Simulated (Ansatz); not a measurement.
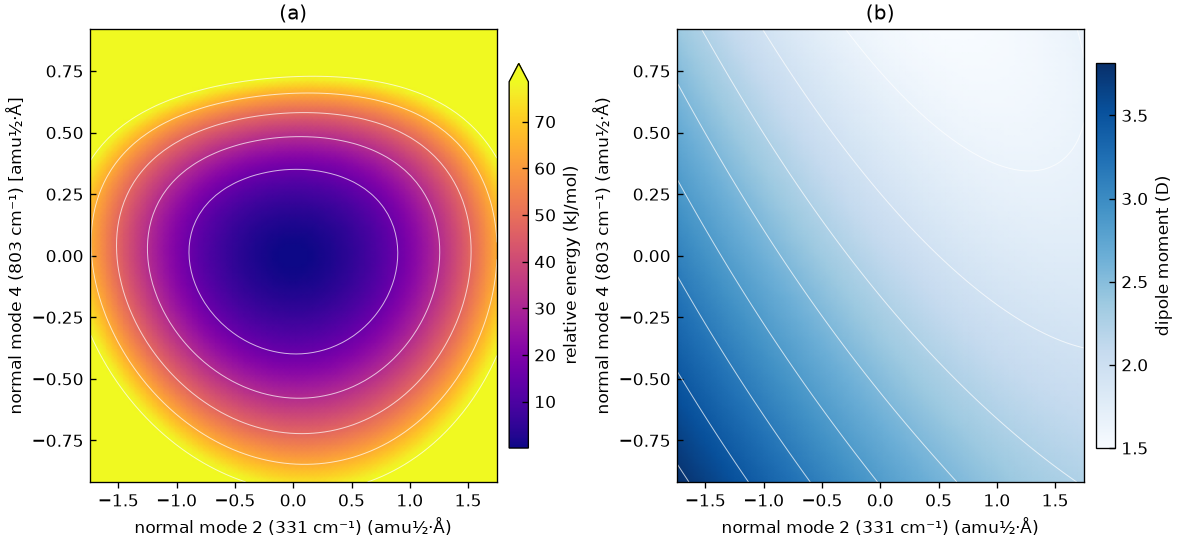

CH2FNSi, SMILES F[SiH]1C=N1. First axis: normal mode 2 (331 cm⁻¹). Second axis: normal mode 4 (803 cm⁻¹). Nothing is relaxed (straight displacements along the two mass-weighted modes). Grid: 15 × 15 points. Energies: kJ/mol, counted from the lowest grid point. Level of theory: RHF/def2-TZVP in Ansatz.

Panel (a) is the energy and panel (b) the computed dipole moment on the same grid.

The picture shows a smooth colour map with a few white contour lines, one colour for all values above the top of the scale. Between grid points the surface is interpolated.

Q: How does the dipole moment vary over the map, and what is it at the lowest grid point?

A: Leaving out the highest fifth of the energies, it runs from 1.54 D at normal mode 2 (331 cm⁻¹) = 0.50 amu½·Å, normal mode 4 (803 cm⁻¹) = 0.787 amu½·Å to 3.45 D at normal mode 2 (331 cm⁻¹) = −1.50 amu½·Å, normal mode 4 (803 cm⁻¹) = −0.656 amu½·Å. At the lowest grid point, normal mode 2 (331 cm⁻¹) = 0.00 amu½·Å, normal mode 4 (803 cm⁻¹) = 0.000 amu½·Å, it is 2.13 D.
